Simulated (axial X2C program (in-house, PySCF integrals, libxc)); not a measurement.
# TeB: bond curves with and without spin–orbit coupling

Aim: find the lowest determinant of TeB, scan the bond at several levels and fit the constants, once spin-free and once with spin–orbit coupling.

The runs use an in-house X2C program for linear molecules on PySCF integrals; all-electron X2C, Te dyall-cv3z, B dyall-v3z.

All values are calculated.

### Step 1. Input

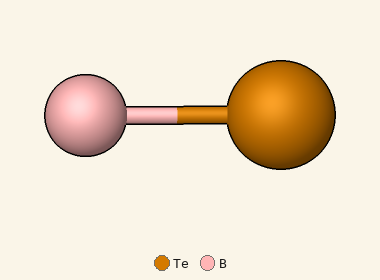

The two atoms at 2.060 Å (tellurium orange, boron pink).

Input file task.json:

```json
{"zs": [52, 5], "q": 0, "bas": ["dyall-cv3z", "dyall-v3z"], "levels": ["PBE0", "HF", "r2SCAN0"], "cc": true, "r0": 2.06, "thr": -2.0, "nmax": 110, "npts": 10, "nst": 2, "ntry": 8}
```

Keys: zs atomic numbers; q charge; bas basis sets; levels methods (HF also brings MP2); cc coupled cluster on or off; r0 starting distance in Å; thr threshold in hartree for freezing inner shells (an s shell follows its p shell); nmax most natural virtual spinors; npts points asked for on the curve; nst determinants followed; ntry starts of the search.

On the command line:

```sh
$ python so2c.py task.json out
```

Spin-free means the one-electron spin-free X2C Hamiltonian; two-component (2c) means X2C with spin–orbit coupling and atomic mean-field two-electron Coulomb and Gaunt terms. Basis: Te dyall-cv3z contracted to [11s12p8d4f1g], B dyall-v3z contracted to [7s6p2d1f]; Gaussian nuclei, density fitting. Masses: Te 129.906 u, B 11.009 u.

Notation: σ, π±, δ± give the projection m of an orbital's angular momentum (0, ±1, ±2), α and β its spin, Λ and M_S the sums; ω is the projection of a spinor's total angular momentum and Ω the sum. Logs are in hartree.

The results follow Hamiltonian by Hamiltonian and level by level.

### Step 2. State search with PBE0

PBE0 moves the distance from 2.060 Å to 1.957 Å and compares determinants there.

Spin-free determinants:

| ΔE (eV) | state | open shells |
| --- | --- | --- |
| 0.00 | M_S = 1/2, Λ = 0 | beyond closed shells: σα |
| 1.74 | M_S = 1/2, Λ = 1 | beyond closed shells: π+α, π+β, π-α |
| 2.99 | M_S = 3/2, Λ = 0 | beyond closed shells: σα, π+α, π+β, 2 × π-α |
| 2.99 | M_S = 3/2, Λ = 2 | beyond closed shells: σα, 2 × π+α, π+β, π-α |
| 3.35 | M_S = 1/2, Λ = 2 | beyond closed shells: σα, 2 × π+α, π+β, π-β |
| 3.66 | M_S = 1/2, Λ = 1 | beyond closed shells: π+α |
| 3.89 | M_S = 1/2, Λ = 2 | beyond closed shells: σα, π+α, 2 × π+β, π-α |

Two-component determinants:

```tsv
ΔE (eV)	state	open shells
0.00	Ω = 1/2	excess of +ω over −ω: ω = 1/2
1.55	Ω = 3/2	excess of +ω over −ω: ω = 3/2
2.84	Ω = 7/2	excess of +ω over −ω: ω = 1/2, 2 × ω = 3/2
3.19	Ω = 3/2	excess of +ω over −ω: ω = 3/2
3.46	Ω = 1/2	excess of +ω over −ω: 2 × ω = -1/2, ω = 3/2
3.55	Ω = 5/2	excess of +ω over −ω: ω = -1/2, 2 × ω = 3/2
3.62	Ω = 5/2	excess of +ω over −ω: 2 × ω = 1/2, ω = 3/2
```

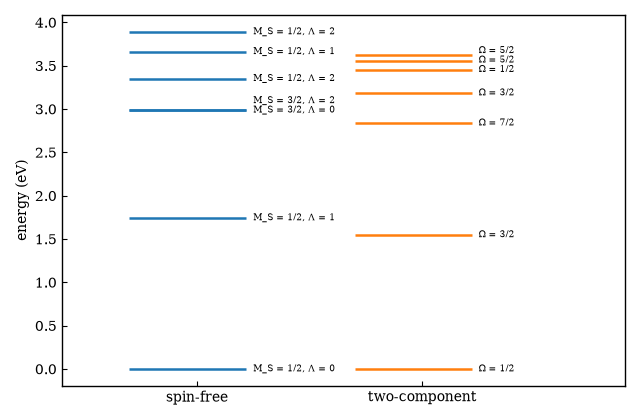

The determinants found, each set from its own lowest.

### Step 3. PBE0, spin-free

State followed: M_S = 1/2, Λ = 0 (beyond closed shells: σα). The scan is laid around 1.957 Å, a first estimate of the minimum, and this SCF restarts from the orbitals of the search.

The SCF at the reference distance of 1.957 Å:

```text
spin-free X2C-1e  PBE0
basis functions 166  fitting functions 895  grid points 5077
iter        total energy     max residual
   1      -6818.216651586     5.97e-06
   2      -6818.216651587     3.99e-06
converged
one-electron -9494.58041160  Coulomb 2787.33598928  exact exchange -44.65051024  xc functional -136.62630504  nuclear repulsion 70.30458602
```

Along the bond, energies from the lowest point:

| R (Å) | E (eV) | μ (D) | HOMO (eV) | LUMO (eV) | iterations |
| --- | --- | --- | --- | --- | --- |
| 1.703 | 1.1399 | -0.63 | -7.62 | -2.85 | 12 |
| 1.781 | 0.4673 | -0.47 | -7.77 | -3.07 | 12 |
| 1.840 | 0.1799 | -0.35 | -7.65 | -3.24 | 12 |
| 1.898 | 0.0347 | -0.22 | -7.53 | -3.41 | 12 |
| 1.957 | 0.0000 | -0.10 | -7.42 | -3.58 | 2 |
| 2.026 | 0.0652 | 0.05 | -7.31 | -3.78 | 13 |
| 2.094 | 0.2132 | 0.19 | -7.20 | -3.97 | 13 |
| 2.182 | 0.4839 | 0.38 | -7.07 | -4.20 | 13 |
| 2.290 | 0.8822 | 0.60 | -6.93 | -4.44 | 14 |
| 2.446 | 1.4982 | 0.95 | -6.74 | -4.71 | 14 |

Dipoles are positive if B is the positive end.

Outer orbitals at the reference distance:

```
symmetry  occupied  ε (eV)             atomic character
      σα       yes  -18.11   59% Te s, 21% B s, 14% B p
      σβ       yes  -17.88   62% Te s, 18% B s, 15% B p
      σα       yes  -11.74  39% B s, 38% Te p, 14% Te s
      σβ       yes  -10.75  51% Te p, 28% B s, 14% Te s
      σα       yes   -8.02   55% B p, 25% Te p, 14% B s
     π-α       yes   -7.50    64% Te p, 32% B p, 3% B d
     π+α       yes   -7.50    64% Te p, 32% B p, 3% B d
     π-β       yes   -7.42    72% Te p, 23% B p, 4% B d
     π+β       yes   -7.42    72% Te p, 23% B p, 4% B d
      σβ        no   -3.58   46% B p, 32% B s, 14% Te p
     π-α        no   -2.22  56% B p, 27% Te p, 11% Te d
     π+α        no   -2.22  56% B p, 27% Te p, 11% Te d
     π+β        no   -1.47  64% B p, 19% Te p, 13% Te d
```

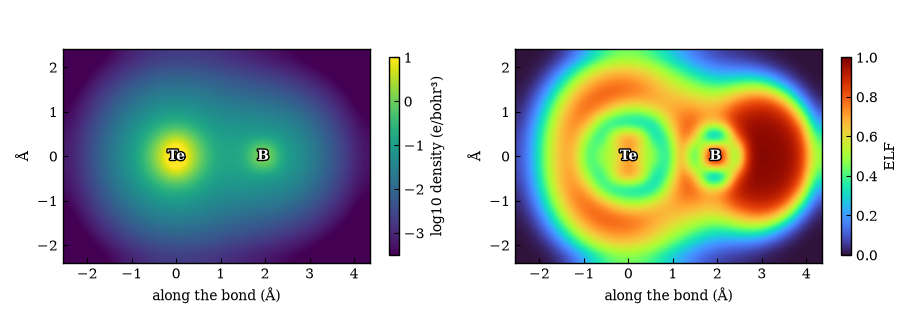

PBE0 fields in a plane through the axis, from a grid of 0.3 Å; Te lies at z = 0 and B at z = 1.957 Å; the ELF is damped to zero where the density is low.

Re = 1.949 Å, ωe = 825 cm⁻¹, ωexe = 4.13 cm⁻¹, Be = 0.4372 cm⁻¹, De = 4.05 eV, μ = -0.12 D.

### Step 4. HF, spin-free

Output at 1.957 Å:

```text
spin-free X2C-1e  HF
basis functions 166  fitting functions 895  grid points 5077
iter        total energy     max residual
   1      -6815.541877255     2.28e-01
   2      -6815.564615575     7.40e-03
   3      -6815.565930996     7.06e-03
   4      -6815.566464732     3.05e-03
   5      -6815.566744392     1.66e-03
   6      -6815.566951676     1.55e-03
   7      -6815.567204277     1.40e-03
   8      -6815.567550425     1.17e-03
   9      -6815.568224525     7.90e-04
  10      -6815.568284679     2.70e-04
  11      -6815.568290108     1.49e-04
  12      -6815.568292722     8.96e-05
  13      -6815.568293202     2.15e-05
  14      -6815.568293224     1.37e-05
  15      -6815.568293239     3.97e-06
  16      -6815.568293239     1.17e-06
converged
one-electron -9493.46971133  Coulomb 2786.28626436  exact exchange -178.68943229  xc functional 0.00000000  nuclear repulsion 70.30458602
```

No constants are quoted: the dipole of the solution doesn't run smoothly along the scan, a sign that its character may change, so the fit is set aside.

### Step 5. r2SCAN0, spin-free

Output at 1.957 Å:

```text
spin-free X2C-1e  r2SCAN0
basis functions 166  fitting functions 895  grid points 5077
iter        total energy     max residual
   1      -6818.568952198     9.83e-02
   2      -6818.571333283     3.69e-03
   3      -6818.570367602     8.98e-03
   4      -6818.571566733     8.48e-04
   5      -6818.571577962     2.80e-04
   6      -6818.571581281     1.35e-04
   7      -6818.571584006     1.49e-04
   8      -6818.571585941     6.59e-05
   9      -6818.571587272     1.78e-05
  10      -6818.571587317     1.32e-06
  11      -6818.571587317     4.69e-07
converged
one-electron -9494.46102353  Coulomb 2787.23631833  exact exchange -44.65772479  xc functional -136.99374336  nuclear repulsion 70.30458602
```

Re = 1.944 Å, ωe = 840 cm⁻¹, ωexe = 4.06 cm⁻¹, Be = 0.4397 cm⁻¹, De = 3.94 eV, μ = 0.04 D.

### Step 6. MP2 and beyond, spin-free

Correlated methods: 19 electrons correlated (frozen shells, counted by type: Te 4 s, 3 p, 1 d; B 1 s), 225 virtual spinors in MP2, 109 natural virtuals in coupled cluster.

Output of the correlated part at 1.957 Å:

```text
correlated 19  virtual 225  natural virtual 109  E(MP2) -0.694690625  MP2 remainder -0.035369710
iter   CCSD correlation   residual
   1     -0.603486724   1.68e-01
   2     -0.620794753   7.30e-02
   3     -0.625500761   3.83e-02
   4     -0.625908309   2.18e-02
   5     -0.626898099   1.17e-02
   6     -0.627174143   4.49e-03
   7     -0.627165089   1.62e-03
   8     -0.627189797   5.45e-04
   9     -0.627173450   2.19e-04
  10     -0.627176909   8.14e-05
  11     -0.627175141   3.68e-05
  12     -0.627175337   1.61e-05
  13     -0.627175274   6.38e-06
  14     -0.627175215   2.82e-06
  15     -0.627175215   1.11e-06
(T) -0.024189744  T1 0.0463  D1 0.1121  max T2 0.079
```

T1 in the output is the amplitude norm over the root of the electron number; divide by √2 for the Lee–Taylor value.

MP2: No constants are quoted: the dipole of the HF reference doesn't run smoothly along the scan, a sign that its character may change, so the fit is set aside.

CCSD: No constants are quoted: the dipole of the HF reference doesn't run smoothly along the scan, a sign that its character may change, so the fit is set aside.

CCSD(T): No constants are quoted: the dipole of the HF reference doesn't run smoothly along the scan, a sign that its character may change, so the fit is set aside.

### Step 7. A higher determinant, spin-free

State: M_S = 1/2, Λ = 1 (beyond closed shells: π+α, π+β, π-α).

Output at the reference distance:

```text
spin-free X2C-1e  PBE0
basis functions 166  fitting functions 895  grid points 5077
iter        total energy     max residual
   1      -6818.152558494     1.05e-05
   2      -6818.152558496     1.72e-05
   3      -6818.152558499     4.12e-06
   4      -6818.152558500     2.95e-06
converged
one-electron -9492.79572842  Coulomb 2785.61958645  exact exchange -44.65420120  xc functional -136.62680135  nuclear repulsion 70.30458602
```

| R (Å) | E above the lowest PBE0 point (eV) |
| --- | --- |
| 1.703 | 4.175 |
| 1.781 | 3.090 |
| 1.840 | 2.500 |
| 1.898 | 2.062 |
| 1.957 | 1.744 |
| 2.026 | 1.494 |
| 2.094 | 1.345 |
| 2.182 | 1.266 |
| 2.290 | 1.293 |

No constants are quoted: too few points lie around the minimum for a second fit to confirm the first.

### Step 8. The spin-free curves together

Energy (eV) of the followed determinant, spin-free, from each level's lowest point:

| R (Å) | PBE0 | HF (dipole not smooth) | MP2 (HF's dipole not smooth) | CCSD (HF's dipole not smooth) | CCSD(T) (HF's dipole not smooth) | r2SCAN0 |
| --- | --- | --- | --- | --- | --- | --- |
| 1.703 | 1.140 | 1.200 | 1.005 | n/a | n/a | 1.115 |
| 1.781 | 0.467 | 0.493 | 0.378 | 0.448 | 0.481 | 0.447 |
| 1.840 | 0.180 | 0.189 | 0.125 | 0.168 | 0.190 | 0.165 |
| 1.898 | 0.035 | 0.036 | 0.010 | 0.029 | 0.040 | 0.027 |
| 1.957 | 0.000 | 0.000 | 0.000 | 0.000 | 0.000 | 0.000 |
| 2.026 | 0.065 | 0.073 | 0.081 | 0.068 | 0.054 | 0.076 |
| 2.094 | 0.213 | 0.235 | 0.227 | 0.212 | 0.182 | 0.235 |
| 2.182 | 0.484 | 0.526 | 0.470 | 0.460 | 0.405 | 0.521 |
| 2.290 | 0.882 | 0.915 | 0.907 | n/a | n/a | 0.937 |
| 2.446 | 1.498 | 1.451 | 1.668 | n/a | n/a | 1.573 |

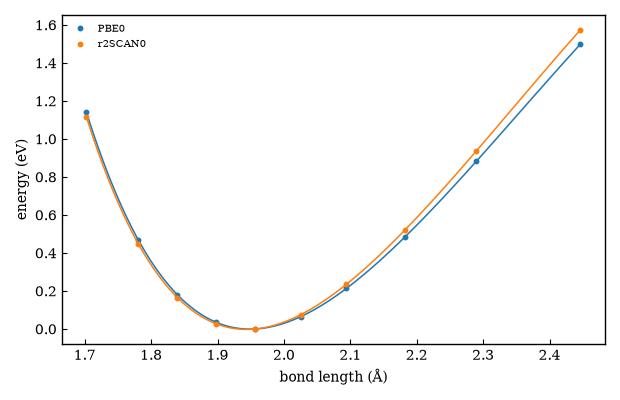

Curves of the followed state, spin-free, each from its own lowest point. Left out: HF, MP2, CCSD, CCSD(T).

### Step 9. PBE0, 2c

State followed: Ω = 1/2 (excess of +ω over −ω: ω = 1/2). The scan is laid around 1.957 Å, a first estimate of the minimum, and this SCF restarts from the orbitals of the search.

The SCF at the reference distance of 1.957 Å:

```text
two-component X2C + atomic mean field  PBE0
basis functions 166  fitting functions 895  grid points 5077
iter        total energy     max residual
   1      -6815.363671099     1.19e-05
   2      -6815.363671110     1.36e-05
   3      -6815.363671113     1.18e-05
   4      -6815.363671120     4.05e-06
   5      -6815.363671123     1.72e-06
   6      -6815.363671123     6.29e-07
converged
one-electron -9486.21183222  Coulomb 2785.76116143  exact exchange -44.62360894  xc functional -136.54864305  nuclear repulsion 70.30458602  atomic mean-field constant -4.04533436
```

Along the bond, energies from the lowest point:

| R (Å) | E (eV) | μ (D) | HOMO (eV) | LUMO (eV) | iterations |
| --- | --- | --- | --- | --- | --- |
| 1.703 | 1.1568 | -0.66 | -7.54 | -2.85 | 12 |
| 1.781 | 0.4801 | -0.51 | -7.56 | -3.07 | 12 |
| 1.840 | 0.1891 | -0.39 | -7.44 | -3.24 | 12 |
| 1.898 | 0.0396 | -0.27 | -7.32 | -3.41 | 11 |
| 1.957 | 0.0000 | -0.15 | -7.21 | -3.58 | 6 |
| 2.026 | 0.0584 | -0.02 | -7.10 | -3.77 | 13 |
| 2.094 | 0.1979 | 0.11 | -6.99 | -3.96 | 14 |
| 2.182 | 0.4544 | 0.27 | -6.87 | -4.19 | 15 |
| 2.290 | 0.8277 | 0.44 | -6.74 | -4.44 | 15 |
| 2.446 | 1.3807 | 0.62 | -6.58 | -4.69 | 16 |

Dipoles are positive if B is the positive end.

Outer spinors at the reference distance:

| ω | occupied | ε (eV) | atomic character | λ mixture |
| --- | --- | --- | --- | --- |
| 1/2 | yes | -18.11 | 59% Te s, 21% B s, 14% B p | 100% σ |
| -1/2 | yes | -17.88 | 62% Te s, 18% B s, 15% B p | 100% σ |
| 1/2 | yes | -11.74 | 39% Te p, 39% B s, 14% Te s | 100% σ |
| -1/2 | yes | -10.78 | 52% Te p, 27% B s, 14% Te s | 99% σ, 1% π |
| 1/2 | yes | -8.11 | 48% B p, 34% Te p, 13% B s | 82% σ, 18% π |
| -1/2 | yes | -7.70 | 66% Te p, 29% B p, 3% B d | 99% π, 1% σ |
| 1/2 | yes | -7.54 | 65% Te p, 28% B p, 3% B d | 81% π, 19% σ |
| 3/2 | yes | -7.32 | 60% Te p, 35% B p, 3% B d | 100% π |
| -3/2 | yes | -7.21 | 70% Te p, 25% B p, 4% B d | 100% π |
| -1/2 | no | -3.58 | 47% B p, 31% B s, 14% Te p | 99% σ, 1% π |
| -1/2 | no | -2.25 | 60% B p, 24% Te p, 11% Te d | 100% π |
| 3/2 | no | -2.15 | 54% B p, 30% Te p, 11% Te d | 100% π |
| 1/2 | no | -1.51 | 66% B p, 17% Te p, 13% Te d | 100% π |

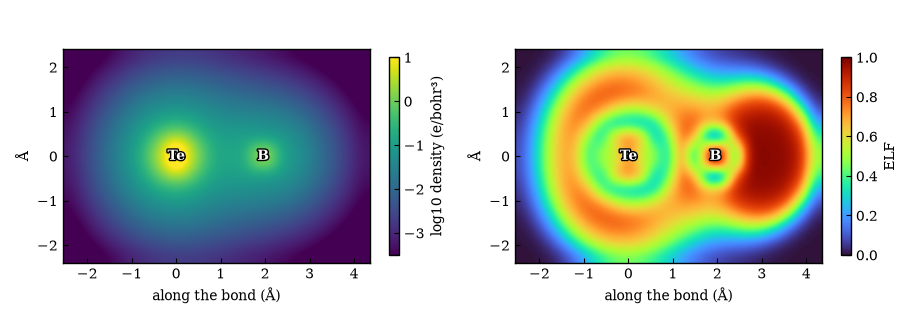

PBE0 fields in a plane through the axis, from a grid of 0.3 Å; Te lies at z = 0 and B at z = 1.957 Å; the ELF is damped to zero where the density is low.

Re = 1.953 Å, ωe = 814 cm⁻¹, ωexe = 4.46 cm⁻¹, Be = 0.4356 cm⁻¹, De = 3.80 eV, μ = -0.16 D.

### Step 10. HF, 2c

The SCF at the reference distance of 1.957 Å:

```text
two-component X2C + atomic mean field  HF
basis functions 166  fitting functions 895  grid points 5077
iter        total energy     max residual
   1      -6812.685854906     2.59e-01
   2      -6812.708614872     7.33e-03
   3      -6812.709968371     6.99e-03
   4      -6812.710512023     3.57e-03
   5      -6812.710815975     1.95e-03
   6      -6812.711052476     1.80e-03
   7      -6812.711348287     1.64e-03
   8      -6812.711766257     1.51e-03
   9      -6812.712514972     7.86e-04
  10      -6812.712572070     2.31e-04
  11      -6812.712580456     2.54e-04
  12      -6812.712586677     1.19e-04
  13      -6812.712587971     1.08e-04
  14      -6812.712589337     4.24e-05
  15      -6812.712589776     4.34e-05
  16      -6812.712589957     3.39e-05
  17      -6812.712590011     1.58e-05
  18      -6812.712590020     7.60e-06
  19      -6812.712590024     4.02e-06
  20      -6812.712590026     1.59e-06
converged
one-electron -9485.10232050  Coulomb 2784.71456993  exact exchange -178.58409110  xc functional 0.00000000  nuclear repulsion 70.30458602  atomic mean-field constant -4.04533436
```

No constants are quoted: the dipole of the solution doesn't run smoothly along the scan, a sign that its character may change, so the fit is set aside.

### Step 11. r2SCAN0, 2c

Output at 1.957 Å:

```text
two-component X2C + atomic mean field  r2SCAN0
basis functions 166  fitting functions 895  grid points 5077
iter        total energy     max residual
   1      -6815.710161614     1.01e-01
   2      -6815.712595465     3.70e-03
   3      -6815.711632913     9.11e-03
   4      -6815.712837843     8.76e-04
   5      -6815.712849810     2.90e-04
   6      -6815.712853488     1.40e-04
   7      -6815.712856387     1.52e-04
   8      -6815.712858256     6.99e-05
   9      -6815.712859633     2.49e-05
  10      -6815.712859728     2.31e-06
  11      -6815.712859730     5.61e-07
converged
one-electron -9486.09122112  Coulomb 2785.66016697  exact exchange -44.63077780  xc functional -136.91027944  nuclear repulsion 70.30458602  atomic mean-field constant -4.04533436
```

Re = 1.946 Å, ωe = 832 cm⁻¹, ωexe = 4.28 cm⁻¹, Be = 0.4384 cm⁻¹, De = 3.81 eV, μ = 0.01 D.

### Step 12. MP2 and beyond, 2c

Correlated methods: 19 electrons correlated (frozen shells, counted by type: Te 4 s, 3 p, 1 d; B 1 s), 225 virtual spinors in MP2, 110 natural virtuals in coupled cluster.

Output of the correlated part at 1.957 Å:

```text
correlated 19  virtual 225  natural virtual 110  E(MP2) -0.692656013  MP2 remainder -0.034282699
iter   CCSD correlation   residual
   1     -0.603420064   1.67e-01
   2     -0.620705249   7.29e-02
   3     -0.625464732   3.93e-02
   4     -0.625951517   2.22e-02
   5     -0.626972381   1.15e-02
   6     -0.627236620   4.44e-03
   7     -0.627226369   1.65e-03
   8     -0.627253934   6.18e-04
   9     -0.627234068   2.79e-04
  10     -0.627239059   1.14e-04
  11     -0.627236878   5.27e-05
  12     -0.627237385   2.38e-05
  13     -0.627237383   1.12e-05
(T) -0.023970297  T1 0.0479  D1 0.1182  max T2 0.080
```

MP2: No constants are quoted: the dipole of the HF reference doesn't run smoothly along the scan, a sign that its character may change, so the fit is set aside.

CCSD: No constants are quoted: the dipole of the HF reference doesn't run smoothly along the scan, a sign that its character may change, so the fit is set aside.

CCSD(T): No constants are quoted: the dipole of the HF reference doesn't run smoothly along the scan, a sign that its character may change, so the fit is set aside.

### Step 13. A higher determinant, 2c

State: Ω = 3/2 (excess of +ω over −ω: ω = 3/2).

Output at the reference distance:

```text
two-component X2C + atomic mean field  PBE0
basis functions 166  fitting functions 895  grid points 5077
iter        total energy     max residual
   1      -6815.306761086     8.53e-06
   2      -6815.306761094     9.13e-06
   3      -6815.306761097     4.40e-06
   4      -6815.306761099     2.70e-06
   5      -6815.306761100     6.70e-07
converged
one-electron -9484.57503697  Coulomb 2784.18787734  exact exchange -44.62781377  xc functional -136.55103936  nuclear repulsion 70.30458602  atomic mean-field constant -4.04533436
```

| R (Å) | E above the lowest PBE0 point (eV) |
| --- | --- |
| 1.703 | 3.982 |
| 1.781 | 2.896 |
| 1.840 | 2.307 |
| 1.898 | 1.867 |
| 1.957 | 1.549 |
| 2.026 | 1.297 |
| 2.094 | 1.147 |
| 2.182 | 1.066 |
| 2.290 | 1.090 |

No constants are quoted: too few points lie around the minimum for a second fit to confirm the first.

### Step 14. The 2c curves together

Energy (eV) of the followed determinant, 2c, from each level's lowest point:

| R (Å) | PBE0 | HF (dipole not smooth) | MP2 (HF's dipole not smooth) | CCSD (HF's dipole not smooth) | CCSD(T) (HF's dipole not smooth) | r2SCAN0 |
| --- | --- | --- | --- | --- | --- | --- |
| 1.703 | 1.157 | 1.228 | 0.997 | n/a | n/a | 1.130 |
| 1.781 | 0.480 | 0.515 | 0.369 | 0.461 | 0.489 | 0.458 |
| 1.840 | 0.189 | 0.206 | 0.115 | 0.177 | 0.195 | 0.173 |
| 1.898 | 0.040 | 0.045 | 0.003 | 0.034 | 0.043 | 0.031 |
| 1.957 | 0.000 | 0.000 | 0.000 | 0.000 | 0.000 | 0.000 |
| 2.026 | 0.058 | 0.058 | 0.102 | 0.063 | 0.053 | 0.070 |
| 2.094 | 0.198 | 0.199 | 0.293 | 0.204 | 0.187 | 0.223 |
| 2.182 | 0.454 | 0.457 | 0.627 | 0.454 | 0.432 | 0.498 |
| 2.290 | 0.828 | 0.740 | 1.165 | n/a | n/a | 0.896 |
| 2.446 | 1.381 | 1.081 | 1.689 | n/a | n/a | 1.495 |

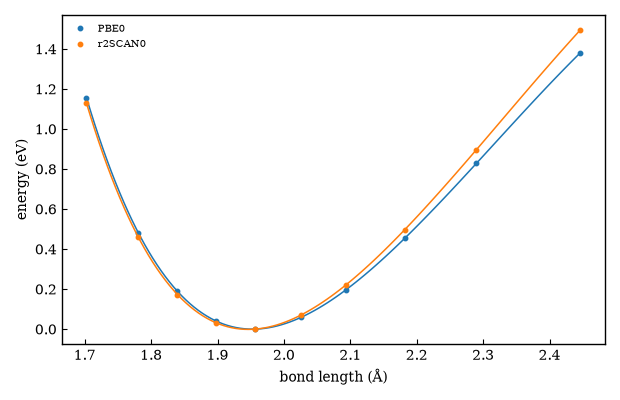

Curves of the followed state, 2c, each from its own lowest point. Left out: HF, MP2, CCSD, CCSD(T).

Time for the job: 8 min (1 thread of Arm Neoverse V1, shared host); peak memory 1.7 GiB.

### Step 15. Results

Lowest determinant that the search found at its distance, spin-free: M_S = 1/2, Λ = 0 (beyond closed shells: σα).

Lowest determinant that the search found at its distance, 2c: Ω = 1/2 (excess of +ω over −ω: ω = 1/2).

```csv
Hamiltonian,level,Re (Å),ωe (cm⁻¹),De (eV),μ (D)
spin-free,PBE0,1.949,825,4.05,-0.12
spin-free,r2SCAN0,1.944,840,3.94,0.04
2c,PBE0,1.953,814,3.80,-0.16
2c,r2SCAN0,1.946,832,3.81,0.01
```

Dipoles are positive if B is the positive end. No constants: spin-free HF (the dipole of the solution doesn't run smoothly along the scan, a sign that its character may change, so the fit is set aside); spin-free MP2 (the dipole of the HF reference doesn't run smoothly along the scan, a sign that its character may change, so the fit is set aside); spin-free CCSD (the dipole of the HF reference doesn't run smoothly along the scan, a sign that its character may change, so the fit is set aside); spin-free CCSD(T) (the dipole of the HF reference doesn't run smoothly along the scan, a sign that its character may change, so the fit is set aside); 2c HF (the dipole of the solution doesn't run smoothly along the scan, a sign that its character may change, so the fit is set aside); 2c MP2 (the dipole of the HF reference doesn't run smoothly along the scan, a sign that its character may change, so the fit is set aside); 2c CCSD (the dipole of the HF reference doesn't run smoothly along the scan, a sign that its character may change, so the fit is set aside); 2c CCSD(T) (the dipole of the HF reference doesn't run smoothly along the scan, a sign that its character may change, so the fit is set aside).

Time per point (s) on 1 thread of Arm Neoverse V1, shared host (2c runs); the times are rough: PBE0 0.71, r2SCAN0 1.1.

**Reading.** At PBE0, going from spin-free to two-component changes Re by +4 mÅ, ωe by -1.3 %, which is small (part of it comes from the scalar share of the two-electron terms). De moves by -0.25 eV; both De rest on single-determinant atoms, which can miss part of an open shell's spin–orbit lowering.

De refers to Te + B, each in the lowest determinant found, which need not be this curve's own limit. The state is a single determinant with fixed occupations, the lowest that a limited PBE0 search found. De is counted from the lowest determinant-based energies of the atoms at the same level, without counterpoise correction. Density functionals use the spin component along the axis (collinear). The meta-GGAs lack a current-density term, which matters for open shells with orbital currents, atoms included.
